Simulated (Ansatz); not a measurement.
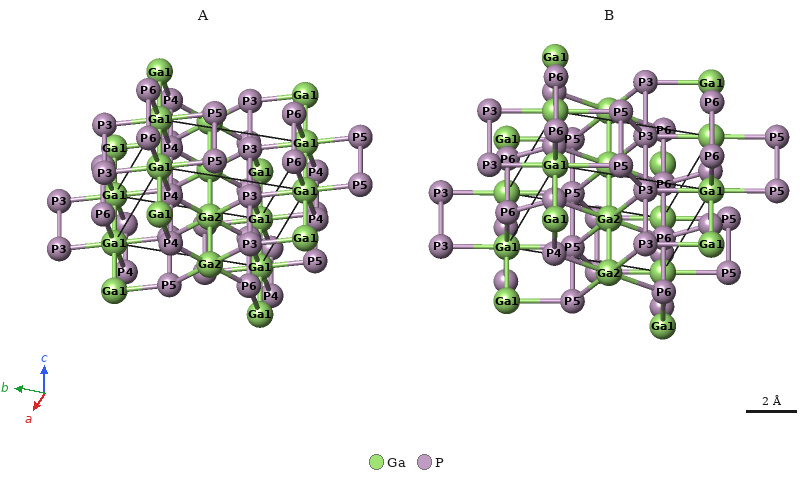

Two geometries of crystalline GaP2 (a generated structure, set up in P4/mbm) (coarse preliminary run), drawn at one scale. One is the start of a relaxation, the other its converged end. Style: ball-and-stick. Shown: the cell of the calculation, from a free direction.

All numbers below come from DFT PBE, scalar-relativistic, plane waves, PAW in Ansatz. (plane-wave cutoff 420 eV; k-point mesh 4 × 4 × 8; occupations gaussian; smearing width 0.1 eV; no spin polarisation; cell and atoms relaxed; force threshold 0.04 eV/Å; at most 70 steps)

Which geometry has the lower energy?

Answer. Structure B is the relaxed one. The largest moves relative to the cell, 0.58 Å, are those of P3, P4, P5 and P6. P6 goes along [−1 −1 0]. Ga stays in place. Cell: a = b 6.156 → 6.595 Å (+7.1 %), c 2.257 → 2.556 Å (+13.2 %). Volume +29.9 %. Near-neighbour distances that change, for instance: P3–P5 3.078 → 2.136 Å, Ga1–P3 2.268 → 2.652 Å, P3–P3 2.257 → 2.556 Å, Ga1–Ga1 2.257 → 2.556 Å. New bonds form: P3–P5 (3.08 → 2.14 Å), P4–P6 (3.08 → 2.14 Å). Bond angles that change, for instance: Ga1–P3–Ga2 147.4° → 123.1°. The space group stays P4/mbm (No. 127). After 7 accepted moves (10 points after the start) the energy has fallen by 5.060 eV per cell of the calculation. Largest force component: 1 eV/Å at the start, 0.0005 eV/Å at the end. The pressure goes from 35.84 to 0.05 GPa. The line search rejected the trial step at point 5 of the run. The SCF was repeated twice at an unchanged geometry on a basis and grid sized afresh for the cell, which shifted the energy by 33.8 meV per cell of the calculation at most. The run took 88 s on 1 thread of Intel(R) Xeon(R) Processor @ 2.70GHz (shared host), peak memory 0.43 GiB.
